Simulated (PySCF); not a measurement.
**Run report: C3H8F4Si3, NMR shielding calculation**

System: C3H8F4Si3.
Method: GIAO PBE0/pcSseg-1 NMR shielding, non-relativistic, gas phase (PySCF 2.14.0).

The geometry comes from this level: GFN2-xTB. It belongs to a series of runs on one base structure; here: H on C replaced by CHF2. Figures and captions count atoms from 1; the log counts them from 0 in places.

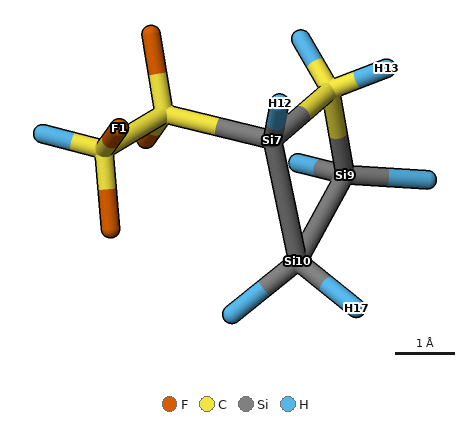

**Figure 1.** The structure as given in the input (stick view, seen at a tilt; atoms are numbered from 1 in the order of the input).

Key numbers:

```tsv
quantity	value
outcome	converged
total energy	−1386.013100 hartree
HOMO	−7.89 eV
LUMO	−1.09 eV
dipole moment	1.05 D
isotropic shielding, F	312.9 to 317.5 ppm
isotropic shielding, C	54.8 to 191.0 ppm
isotropic shielding, Si	375.3 to 416.0 ppm
isotropic shielding, H	25.6 to 30.9 ppm
hardware	1 CPU thread, shared host
wall time	1.8 min
peak memory	1 GiB
```

Input file:
```
{"job": {"kind": "nmr", "xc": "PBE0", "basis": "pcSseg-1"}, "charge": 0, "multiplicity": 1}
F     -3.070496    -1.383753    -0.391453
C     -2.652216    -0.177470    -0.831086
F     -2.226901    -0.365390    -2.102221
C     -1.486785     0.308321     0.022180
F     -1.976888     0.598794     1.263765
F     -1.092185     1.518882    -0.491753
Si     0.023169    -0.929387     0.077411
C      1.306798     0.028532     1.146714
Si     2.419261     0.874944    -0.195240
Si     1.326631    -0.456101    -1.814038
H     -3.510988     0.509604    -0.845448
H     -0.600739    -2.087428     0.730379
H      1.888393    -0.660038     1.757390
H      0.859727     0.732698     1.845629
H      2.210970     2.324807    -0.225512
H      3.846868     0.668392     0.083204
H      2.055359    -1.629227    -2.319997
H      0.671265     0.130139    -2.986339
```

The first line tells a small driver script what to run in PySCF; the rest is the geometry in Å.

Run as:
```bash
OMP_NUM_THREADS=1 python <driver script> task.json out
```

Log:
```
coarse grid: 17440 points
cycle   1  E = -1385.7701558604  dE =  1.095e+00  |g| = 9.618e-01  |ddm| = 3.875e+00
cycle   2  E = -1385.5619795177  dE =  2.082e-01  |g| = 1.489e+00  |ddm| = 1.441e+00
cycle   3  E = -1385.9297322827  dE = -3.678e-01  |g| = 6.212e-02  |ddm| = 9.244e-01
cycle   4  E = -1385.9302463840  dE = -5.141e-04  |g| = 3.631e-02  |ddm| = 8.468e-02
cycle   5  E = -1385.9305170757  dE = -2.707e-04  |g| = 9.503e-03  |ddm| = 3.779e-02
cycle   6  E = -1385.9305354835  dE = -1.841e-05  |g| = 2.080e-03  |ddm| = 1.202e-02
cycle   7  E = -1385.9305366994  dE = -1.216e-06  |g| = 3.997e-04  |ddm| = 3.392e-03
final grid: 158800 points
cycle   8  E = -1386.0130874525  dE = -4.887e-05  |g| = 7.985e-03  |ddm| = 2.826e-02
cycle   9  E = -1386.0130749750  dE =  1.248e-05  |g| = 1.171e-02  |ddm| = 1.442e-02
cycle  10  E = -1386.0131001691  dE = -2.519e-05  |g| = 6.371e-04  |ddm| = 8.339e-03
cycle  11  E = -1386.0131002270  dE = -5.794e-08  |g| = 2.338e-04  |ddm| = 6.532e-04
cycle  12  E = -1386.0131002360  dE = -8.915e-09  |g| = 7.341e-05  |ddm| = 2.383e-04
cycle  13  E = -1386.0131002371  dE = -1.180e-09  |g| = 2.481e-05  |ddm| = 1.029e-04
cycle  14  E = -1386.0131002373  dE = -1.432e-10  |g| = 2.177e-06  |ddm| = 2.473e-05
```

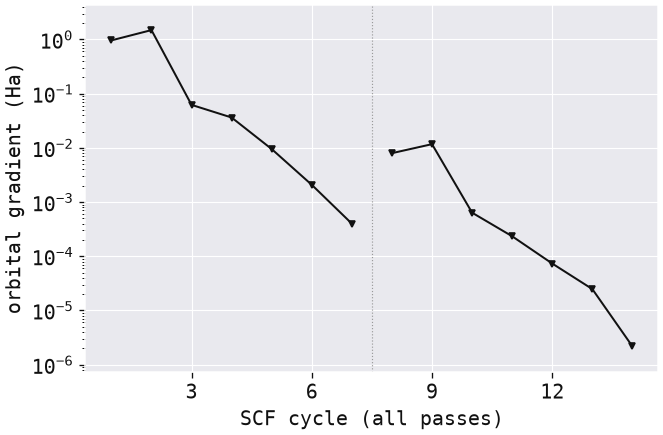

**Figure 2.** Convergence of the self-consistent field: orbital gradient against the SCF cycle. The dotted line marks the change from a coarse to the final integration grid. The first 7 cycles use a coarse grid, the final grid takes over at cycle 8, and the field converges after 14 cycles in all.

```
converged SCF energy = -1386.0131002373

GIAO shielding tensors (ppm)
atom      isotropic    diamagn.    paramagn.     s11        s22        s33       span
  0 F      317.499     472.308    -154.808    219.700    346.481    386.316    166.616
  1 C       66.528     241.081    -174.553     52.935     72.222     74.426     21.491
  2 F      312.877     474.546    -161.669    215.274    341.539    381.820    166.546
  3 C       54.782     247.485    -192.703     36.675     62.710     64.961     28.286
  4 F      313.542     475.119    -161.577    191.748    339.144    409.735    217.987
  5 F      313.205     477.697    -164.491    191.971    333.464    414.181    222.210
  6 Si     375.273     881.569    -506.296    338.925    353.122    433.771     94.846
  7 C      191.026     258.561     -67.535    171.065    196.557    205.457     34.392
  8 Si     405.571     879.704    -474.133    370.557    380.221    465.936     95.378
  9 Si     416.022     880.835    -464.813    332.037    419.424    496.606    164.569
 10 H       25.613      25.935      -0.322     23.366     24.337     29.135      5.769
 11 H       26.484      30.140      -3.656     22.372     25.659     31.422      9.050
 12 H       30.928      31.319      -0.391     26.086     28.246     38.453     12.367
 13 H       30.649      32.767      -2.118     25.647     28.271     38.028     12.381
 14 H       26.944      29.062      -2.118     23.888     25.202     31.742      7.853
 15 H       26.982      28.600      -1.618     23.430     24.501     33.016      9.586
 16 H       27.093      29.298      -2.206     24.225     24.869     32.184      7.959
 17 H       27.091      29.204      -2.113     23.146     25.985     32.142      8.996
```

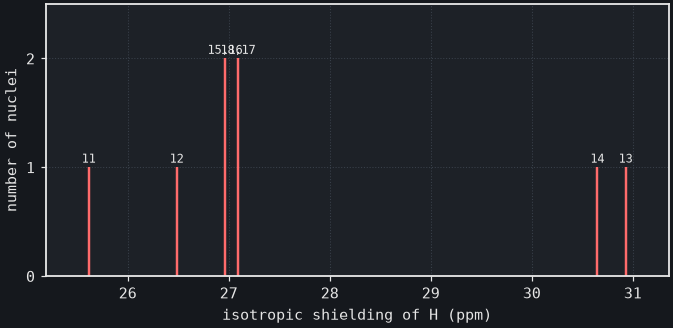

**Figure 3.** Isotropic shieldings of the hydrogen nuclei in this fixed geometry, labelled by atom number; shielding grows to the right, so chemical shift grows to the left. The least shielded is H11 (25.6 ppm), the most shielded H13 (30.9 ppm).

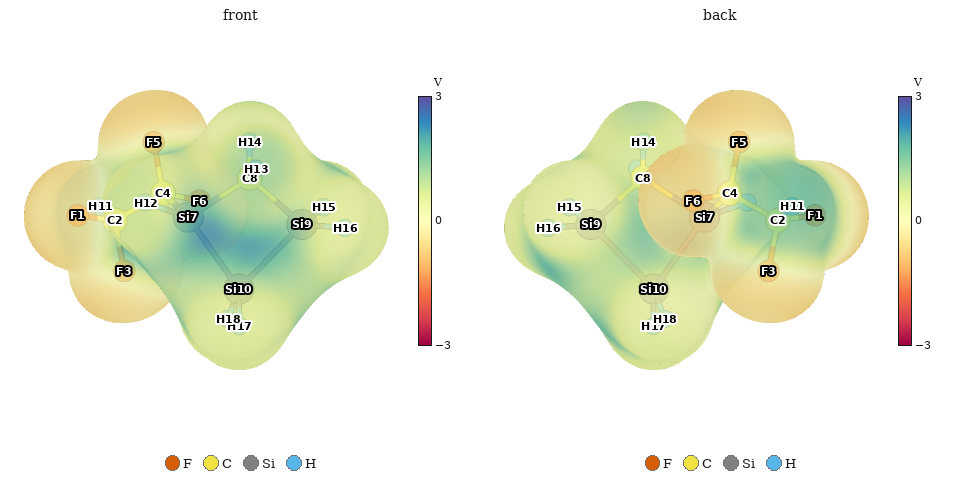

**Figure 4.** The electrostatic potential painted on the density surface at 0.004 e/bohr³, seen at a tilt and from behind; the colour scale runs from red (negative) to blue (positive). A positive charge is drawn to the negative regions and a negative charge to the positive ones. Its dipole moment is 1.05 D.

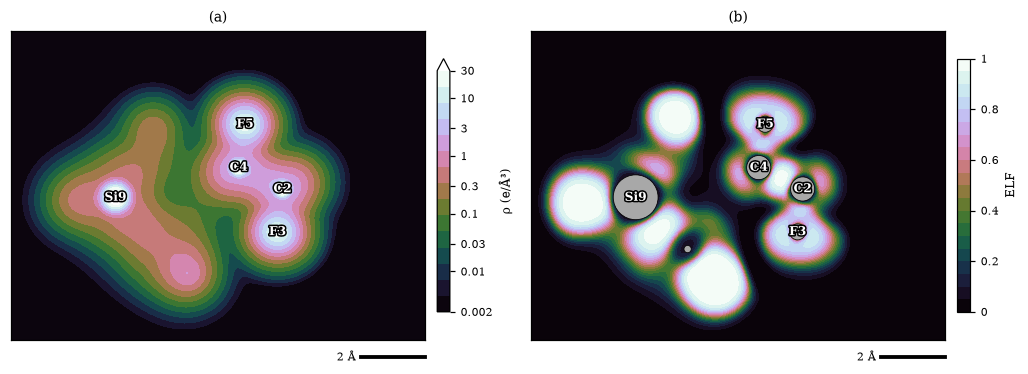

**Figure 5.** (a) total electron density; (b) electron localisation function on the plane of atoms C2, C4 and F5. Grey discs, where drawn, cover atomic cores. The plane passes through C, F and Si nuclei. C–F (1.35 Å): ρ at the midpoint is about 2.3 e/Å³, with its minimum of 1.8 e/Å³ about 0.5 Å from C; the ELF peaks at about 0.85 between the atoms (a shared but strongly polarised pair).
